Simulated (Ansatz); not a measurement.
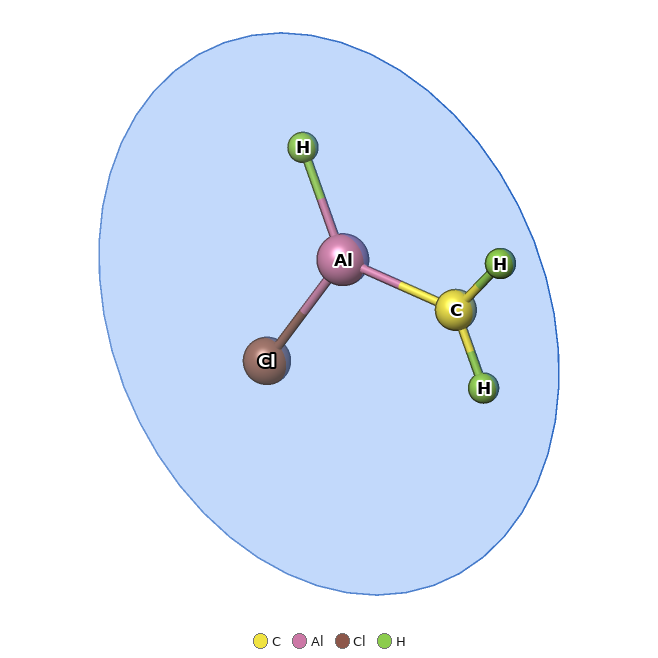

All proper rotation axes (lines) and mirror planes (discs) of the structure are drawn in. Depth is shown by fading: the farther an atom, the more it takes the colour of the background. The species is neutral and a spin doublet. The geometry was computed by an optimisation with PBE-D4/def2-SVP. No frequency run is at hand to confirm it as a minimum.

Name the symmetry elements and the point group.

It has 1 mirror plane. Point group Cs. The group has 2 operations. The geometry is achiral, and symmetry allows a dipole moment.
